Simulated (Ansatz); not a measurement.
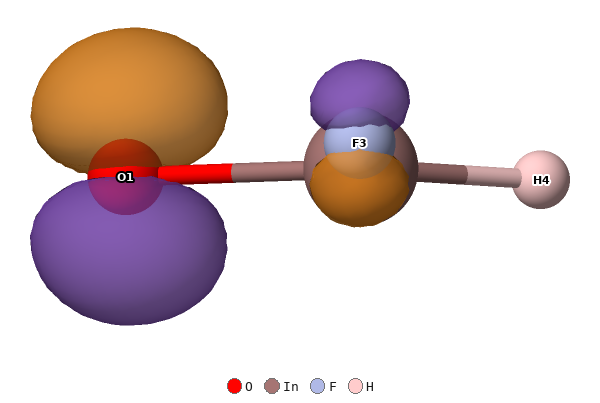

Figure. FHInO (doublet). One frontier orbital at ±0.2 Å⁻³ᐟ² (orange and purple are the two phases), seen from one side.

Core potentials replace the inner electrons of In.

Computed with UKS PBE-D4/def2-SVP in Ansatz.

Input file:

```
crystal:
  periodic: [false, false, false]
  atoms:
    - { symbol: O, position_ang: [-1.8655, -0.4403, -0.1072] }
    - { symbol: In, position_ang: [0.1142, 0.0758, 0.049] }
    - { symbol: F, position_ang: [1.408, -1.0744, 0.8536] }
    - { symbol: H, position_ang: [0.3988, 1.3786, -0.8157] }
magnetization:
  spin_polarized: true
  initial_magnetization: 1
basis:
  gaussian: { orbitals: def2-SVP }
hamiltonian:
  xc: pbe
  dispersion: d4
relax:
  f_tol: 0.02
  max_steps: 50
output:
  orbitals: {}
```

Launched as:

```sh
ansatz run input.yaml --threads 1 --pin off --max-ram 2048MiB --backend cpu --events-out ev --progress --plain --runs-dir out
```

The fields are those of the relaxed geometry.

Q: Which orbital is it: HOMO (α) or LUMO (α)?

A: The HOMO (α), at −7.35 eV. Its weight (Hirshfeld) is mainly on O1 (about 85 %) and F3 (about 10 %); it changes sign across the molecular plane (π type); π-antibonding (a node) across In2–F3.
